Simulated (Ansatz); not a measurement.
# Geometry relaxation, with input and output: WH$_{7}$SF (part 2 of 2)

The same run, continued: WH$_{7}$SF; RKS PBE0-D4/def2-SVP (Ansatz 0.2.0). It belongs to a series of runs on one base structure; here: end point B relaxed.

Geometry of the input (Å):
```
W  0.3052  0.2434  -0.3854
F  -0.0917  0.0993  2.6310
H  1.4553  -0.6360  0.4317
H  -0.5791  1.4661  0.3264
H  -1.2739  -0.0944  0.0710
H  -0.0926  -1.3207  0.0986
H  0.5232  0.3599  -2.0871
S  1.7573  1.8742  0.6107
H  2.9407  1.2150  0.6664
H  0.5152  0.7975  2.6181
```

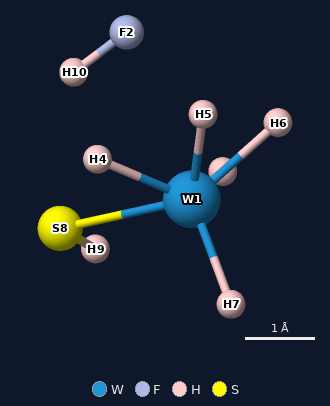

Figure 1. The geometry at step 4 of the log (ball-and-stick view, seen at a tilt; atoms are numbered from 1 in the order of the input).

### What the program printed, continued
```
relax step   7: F+E_penalty+E_count = -15477.77684884 eV  Δ(F+E_penalty+E_count) = -5.500e-3 eV  max|allowed force component| = 8.602e-2 eV/Å  Δτ_max = 0.0493 Å  (33 SCF iters, accepted)
these checks for a lower state are left out or cut short: starts, cluster_reference, orbital_swaps, neighbouring_geometries, increment
1057 factors; integrals over basis functions are off by at most 3.7e-4 eV
mean field evaluation 64: about -15477.5869 eV, gradient 8.1e-5 eV
mean field -15477.58690847 eV, -568.7908278012 hartree, gradient 1.5e-5 eV, S^2 0.000000; 0 other end points of the search recorded, 0 dependent functions left out
the calculation of the forces begins
reference -15477.58695310 eV, -568.7908294412 hartree; 23, 23 occupied and 76, 76 virtual orbitals, 1057 factors
relax step   8: F+E_penalty+E_count = -15477.77862751 eV  Δ(F+E_penalty+E_count) = -1.779e-3 eV  max|allowed force component| = 5.998e-2 eV/Å  Δτ_max = 0.0285 Å  (35 SCF iters, accepted)
these checks for a lower state are left out or cut short: starts, cluster_reference, orbital_swaps, neighbouring_geometries, increment
1057 factors; integrals over basis functions are off by at most 3.6e-4 eV
mean field -15477.58709314 eV, -568.7908345877 hartree, gradient 1.5e-5 eV, S^2 0.000000; 0 other end points of the search recorded, 0 dependent functions left out
the calculation of the forces begins
reference -15477.58713782 eV, -568.7908362295 hartree; 23, 23 occupied and 76, 76 virtual orbitals, 1057 factors
relax step   9: F+E_penalty+E_count = -15477.77886244 eV  Δ(F+E_penalty+E_count) = -2.349e-4 eV  max|allowed force component| = 2.974e-2 eV/Å  Δτ_max = 0.0111 Å  (34 SCF iters, accepted)
1057 factors; integrals over basis functions are off by at most 3.6e-4 eV
mean field -15477.58709314 eV, -568.7908345877 hartree, gradient 1.5e-5 eV, S^2 0.000000; 1 other end points of the search recorded, 0 dependent functions left out
the calculation of the forces begins
reference -15477.58713782 eV, -568.7908362295 hartree; 23, 23 occupied and 76, 76 virtual orbitals, 1057 factors
Total energy: -15477.77890711 eV, -568.7978836211 hartree
Atom 0 at     0.297161     0.241255    -0.319052 Å, force     0.027583     0.000597    -0.029742 eV/Å
Atom 1 at    -0.017360     0.111709     2.409550 Å, force     0.005397     0.003300     0.004103 eV/Å
Atom 2 at     1.448240    -0.646638     0.487258 Å, force    -0.003289    -0.010210     0.003810 eV/Å
Atom 3 at    -0.605367     1.457205     0.377680 Å, force    -0.006402     0.003418     0.002519 eV/Å
Atom 4 at    -1.292905    -0.085095     0.105168 Å, force    -0.007160    -0.001310     0.008572 eV/Å
Atom 5 at    -0.117165    -1.328055     0.136342 Å, force    -0.003156     0.005817    -0.000364 eV/Å
Atom 6 at     0.528741     0.371041    -2.020495 Å, force    -0.007898    -0.005868     0.000706 eV/Å
Atom 7 at     1.709166     1.849349     0.686883 Å, force    -0.004041     0.010812     0.004378 eV/Å
Atom 8 at     2.907920     1.216443     0.753531 Å, force     0.004387    -0.000153     0.003099 eV/Å
Atom 9 at     0.601168     0.817187     2.364636 Å, force    -0.005421    -0.006403     0.002920 eV/Å
Dipole moment:     0.254069     0.012016    -0.203353 e Å
```

### Trajectory as extended XYZ (Å, eV, eV/Å), 9 frames, from step=1 to step=9
```
10
Properties=species:S:1:pos:R:3:forces:R:3 step=1 energy=-15477.70965
W     0.3052    0.2434   -0.3854    0.3882   0.3851   0.3920
F    -0.0917    0.0993    2.6310   -0.1229  -0.1729  -0.1106
H     1.4553   -0.6360    0.4317    0.0287   0.0098  -0.0027
H    -0.5791    1.4661    0.3264   -0.0227  -0.0272  -0.0156
H    -1.2739   -0.0944    0.0710   -0.0143   0.0268   0.0030
H    -0.0926   -1.3207    0.0986   -0.0302   0.0125  -0.0016
H     0.5232    0.3599   -2.0871   -0.0018   0.0097   0.0038
S     1.7573    1.8742    0.6107   -0.4620  -0.4782  -0.1376
H     2.9407    1.2150    0.6664    0.0213  -0.0043   0.0019
H     0.5152    0.7975    2.6181    0.2157   0.2387  -0.1326
10
Properties=species:S:1:pos:R:3:forces:R:3 step=2 energy=-15477.76361
W     0.3080    0.2424   -0.3331   -0.1842  -0.1815  -0.2587
F    -0.0306    0.1173    2.4800   -0.2477  -0.2827  -0.0044
H     1.4739   -0.6345    0.4638   -0.0584  -0.0560   0.0332
H    -0.6025    1.4561    0.3566    0.0321   0.0136   0.0880
H    -1.2812   -0.0812    0.0983    0.0085  -0.0176   0.0340
H    -0.1104   -1.3232    0.1226   -0.0007  -0.0584   0.0215
H     0.5291    0.3763   -2.0367    0.0207   0.0134   0.0257
S     1.6986    1.8123    0.6943    0.2012   0.3341   0.0298
H     2.9143    1.2058    0.7037   -0.0252  -0.0144   0.0752
H     0.5605    0.8332    2.4319    0.2536   0.2493  -0.0443
10
Properties=species:S:1:pos:R:3:forces:R:3 step=3 energy=-15477.76392
W     0.3024    0.2427   -0.3290   -0.1861  -0.1086   0.0607
F    -0.0715    0.1536    2.4278    0.5182   0.3068  -0.0529
H     1.4479   -0.6499    0.4812    0.0239   0.0117  -0.0048
H    -0.5944    1.4530    0.3885   -0.0203  -0.0206  -0.1034
H    -1.2811   -0.0884    0.1191   -0.0055   0.0097  -0.0462
H    -0.1093   -1.3265    0.1356   -0.0054   0.0294  -0.0076
H     0.5319    0.3757   -2.0297   -0.0093  -0.0041  -0.0131
S     1.6933    1.8503    0.6695    0.2209   0.0025   0.1630
H     2.8961    1.2197    0.7634   -0.0464   0.0673  -0.0487
H     0.6443    0.7743    2.3551   -0.4899  -0.2941   0.0530
10
Properties=species:S:1:pos:R:3:forces:R:3 step=4 energy=-15477.70640 accepted=F
W     0.3004    0.2425   -0.3334   -0.0327  -0.1262   0.1199
F     0.0365    0.0449    2.4418    1.0153   1.9766  -0.1546
H     1.4436   -0.6524    0.4775    0.0045   0.0102  -0.0552
H    -0.5936    1.4599    0.3734   -0.0236   0.0021  -0.0050
H    -1.2867   -0.0791    0.1080   -0.0022  -0.0040  -0.0165
H    -0.1207   -1.3232    0.1317    0.0075   0.0174  -0.0215
H     0.5312    0.3737   -2.0342   -0.0109  -0.0011  -0.0123
S     1.7079    1.8394    0.6750    0.0755   0.0359   0.0710
H     2.9063    1.2016    0.7550   -0.0532   0.0388   0.0193
H     0.5347    0.8971    2.3866   -0.9803  -1.9495   0.0549
10
Properties=species:S:1:pos:R:3:forces:R:3 step=5 energy=-15477.77135
W     0.2891    0.2386   -0.3192    0.1020  -0.0282   0.0164
F    -0.0194    0.1083    2.3803    0.0570   0.0361   0.0496
H     1.4257   -0.6593    0.4942    0.0409  -0.0035   0.0035
H    -0.6023    1.4685    0.3698   -0.0074  -0.0159  -0.0097
H    -1.3043   -0.0818    0.1042    0.0146   0.0318   0.0100
H    -0.1351   -1.3240    0.1464   -0.0141  -0.0100  -0.0247
H     0.5336    0.3527   -2.0206   -0.0280   0.0030  -0.0011
S     1.7035    1.8446    0.6867    0.0225   0.1336   0.0267
H     2.9341    1.2719    0.7712   -0.0961  -0.1060  -0.0451
H     0.6347    0.7850    2.3684   -0.0915  -0.0410  -0.0256
10
Properties=species:S:1:pos:R:3:forces:R:3 step=6 energy=-15477.76959 accepted=F
W     0.3032    0.2419   -0.3235   -0.0936  -0.0465   0.0338
F     0.0107    0.0728    2.4192    0.3497   0.6080  -0.0509
H     1.4476   -0.6532    0.4854    0.0111   0.0144  -0.0249
H    -0.5918    1.4619    0.3780   -0.0220  -0.0126  -0.0112
H    -1.2858   -0.0746    0.1153    0.0070  -0.0097  -0.0309
H    -0.1214   -1.3239    0.1362    0.0096   0.0035   0.0010
H     0.5307    0.3679   -2.0256   -0.0039   0.0006  -0.0055
S     1.7034    1.8512    0.6810    0.1403  -0.0445   0.0365
H     2.9030    1.2114    0.7508   -0.0668   0.0752   0.0157
H     0.5599    0.8491    2.3647   -0.3313  -0.5886   0.0362
10
Properties=species:S:1:pos:R:3:forces:R:3 step=7 energy=-15477.77685
W     0.2957    0.2413   -0.3211    0.0217  -0.0352   0.0014
F    -0.0060    0.1177    2.4030    0.0567   0.0600   0.0060
H     1.4424   -0.6543    0.4851   -0.0068   0.0099  -0.0038
H    -0.6124    1.4559    0.3732    0.0218  -0.0020   0.0031
H    -1.2905   -0.0877    0.1092   -0.0273   0.0126   0.0009
H    -0.1288   -1.3232    0.1374    0.0180  -0.0103  -0.0089
H     0.5235    0.3641   -2.0241   -0.0040   0.0043   0.0029
S     1.7017    1.8439    0.7034    0.0739   0.0493  -0.0265
H     2.9120    1.2286    0.7797   -0.0680  -0.0059  -0.0109
H     0.6220    0.8181    2.3356   -0.0860  -0.0827   0.0358
10
Properties=species:S:1:pos:R:3:forces:R:3 step=8 energy=-15477.77863
W     0.2994    0.2412   -0.3235   -0.0191   0.0023   0.0043
F    -0.0204    0.1188    2.4174    0.0007  -0.0216  -0.0016
H     1.4476   -0.6510    0.4833    0.0009   0.0063   0.0031
H    -0.6043    1.4567    0.3735    0.0022  -0.0037  -0.0009
H    -1.2894   -0.0823    0.1068   -0.0032  -0.0033  -0.0044
H    -0.1173   -1.3262    0.1340   -0.0025  -0.0010   0.0024
H     0.5225    0.3653   -2.0267    0.0060   0.0037   0.0043
S     1.7036    1.8488    0.6947    0.0600  -0.0172  -0.0156
H     2.9073    1.2207    0.7609   -0.0400   0.0224   0.0014
H     0.6106    0.8124    2.3611   -0.0049   0.0122   0.0069
10
Properties=species:S:1:pos:R:3:forces:R:3 step=9 energy=-15477.77886
W     0.2972    0.2413   -0.3191    0.0276   0.0006  -0.0297
F    -0.0174    0.1117    2.4095    0.0054   0.0033   0.0041
H     1.4482   -0.6466    0.4873   -0.0033  -0.0102   0.0038
H    -0.6054    1.4572    0.3777   -0.0064   0.0034   0.0025
H    -1.2929   -0.0851    0.1052   -0.0072  -0.0013   0.0086
H    -0.1172   -1.3281    0.1363   -0.0032   0.0058  -0.0004
H     0.5287    0.3710   -2.0205   -0.0079  -0.0059   0.0007
S     1.7092    1.8493    0.6869   -0.0040   0.0108   0.0044
H     2.9079    1.2164    0.7535    0.0044  -0.0002   0.0031
H     0.6012    0.8172    2.3646   -0.0054  -0.0064   0.0029
```

### Summary

```csv
quantity,value
outcome,converged
total energy,−15477.7789 eV
mean-field energy,−15477.5871 eV
largest force (length of the vector) at the end,0.041 eV/Å
hardware,"2 threads of Arm Neoverse V2, 24 GiB of memory available, shared host"
wall time,27 s (CPU time 52 s)
peak memory,0.21 GiB
```
